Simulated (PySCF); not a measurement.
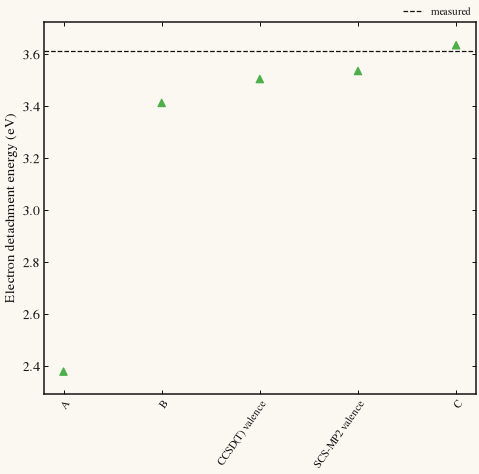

The electron detachment energy of Cl⁻ ([Ar] → [Ne] 3s² 3p⁵) by several methods, in rising order. PySCF, aug-cc-pV(T+d)Z, non-relativistic, unrestricted single determinants, no spin-orbit coupling. Methods marked “valence” freeze 10 core electrons. The lettered entries are CCSD valence, HF and MP2 valence in some order.

**Which letter is which method?**

A is HF (2.38 eV); B is CCSD valence (3.41 eV); C is MP2 valence (3.63 eV). The values run from 2.38 eV (HF) to 3.63 eV (MP2 valence). The measured value is 3.61 eV; nearest to it come MP2 valence (+0.02) and SCS-MP2 valence (−0.08), furthest HF (−1.23 eV). These values lack spin-orbit coupling; with the first-order correction of −0.034 eV added, MP2 valence comes nearest (−0.01).
